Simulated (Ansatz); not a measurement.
## Electronic structure of Cl₃FSi···H₂O in real space

```yaml
atoms:
  - { symbol: Si, position_ang: [-1.0565, -0.0217, -0.6533] }
  - { symbol: O, position_ang: [1.5490, 0.0353, 1.3566] }
  - { symbol: Cl, position_ang: [0.0172, -1.6361, -1.2115] }
  - { symbol: Cl, position_ang: [-1.8276, -0.2301, 1.1883] }
  - { symbol: Cl, position_ang: [-2.5471, 0.2711, -1.9871] }
  - { symbol: H, position_ang: [1.7656, 0.8852, 0.9655] }
  - { symbol: F, position_ang: [-0.1362, 1.2601, -0.7134] }
  - { symbol: H, position_ang: [2.2355, -0.5638, 1.0549] }
```

The product side of a reaction path; geometry: PBE0-D4/def2-TZVP; a saddle point, not a minimum.

Theory: RKS PBE0-D4/def2-TZVPP (Ansatz).

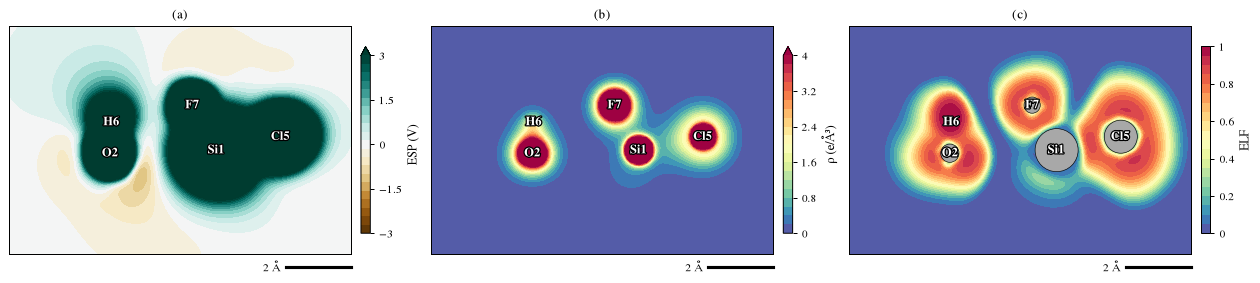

Figure 1. (a) electrostatic potential; (b) total electron density; (c) electron localisation function on the plane of atoms Cl5, Si1 and F7. Grey discs cover the atomic cores in the ELF map.

> What does the map show?

- The plane passes through Si, O, Cl, H and F nuclei.
- Si1···O2 (3.29 Å): the density falls to about 0.05 e/Å³ on the way; the ELF dips to about 0 between them: a weak contact between the two molecules.
- Si–F (1.58 Å): ρ at the midpoint is about 1.2 e/Å³; the ELF peaks at about 0.85 in the valence shell of F, 0.5 Å from its nucleus, and is about 0.45 at the midpoint.
- Si–Cl (2.02 Å): ρ at the midpoint is about 0.98 e/Å³; the ELF peaks at about 0.85 between the atoms (a shared but strongly polarised pair).
- O–H (0.96 Å): the density is about 3.8 e/Å³ at the midpoint; the ELF climbs to about 1 towards the hydrogen, as it does in any bond to H (a covalent bond by its length).
- The ELF also peaks beside Cl5 and F7, away from the bonds: lone-pair regions.
- Outside the dense part of the complex the potential is most negative (−1.3 V) near O2.

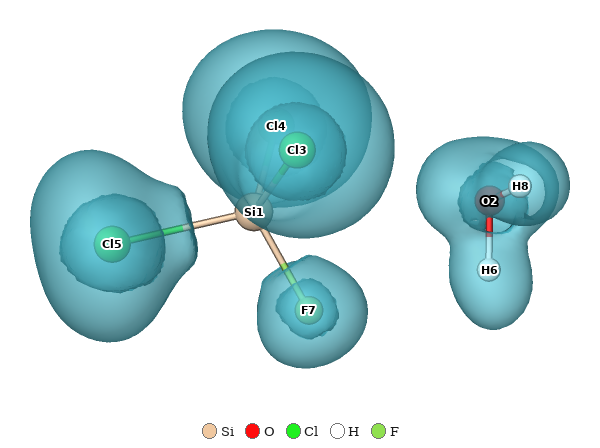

Figure 2. Isosurface of the electron localisation function at 0.75 (cyan), seen from one side. Core shells and regions of very low density are left out.

> Describe the localisation domains.

The ELF exceeds this value in three regions on Cl in which the atom's valence shell and bonds are merged, one region wrapped around F (its lone pairs, merged into a ring or cap) and one joined region spread over several atoms (H, O), in which their bonds and any lone pairs are merged.

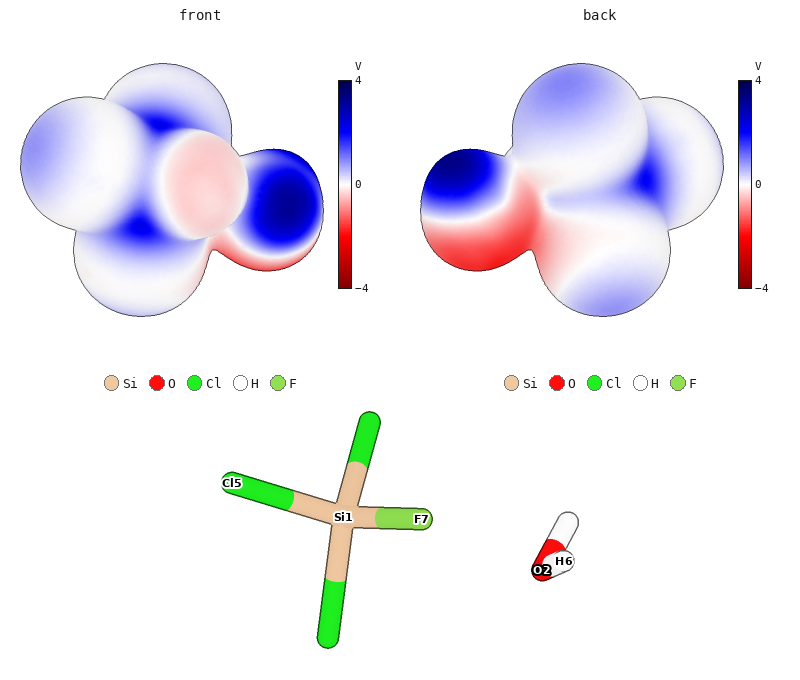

Figure 3. The electrostatic potential painted on the density surface at 0.004 e/bohr³, seen from the front and from behind; red is negative and blue positive. The bare structure is drawn below in the same view.

> Where is the surface potential most negative and most positive?

The most negative region (about −1.7 V) lies over O2, the most positive (about +3.2 V) over H6 and H8. Cl3 shows a σ-hole: about +0.9 V at the tip opposite its bond, against about +0.2 V on its flanks. Cl4 shows a σ-hole: about +0.8 V at the tip opposite its bond, against about −0.3 V on its flanks. Cl5 shows a σ-hole: about +0.8 V at the tip opposite its bond, against about 0.0 V on its flanks. O2 is the likeliest acceptor of a hydrogen bond.
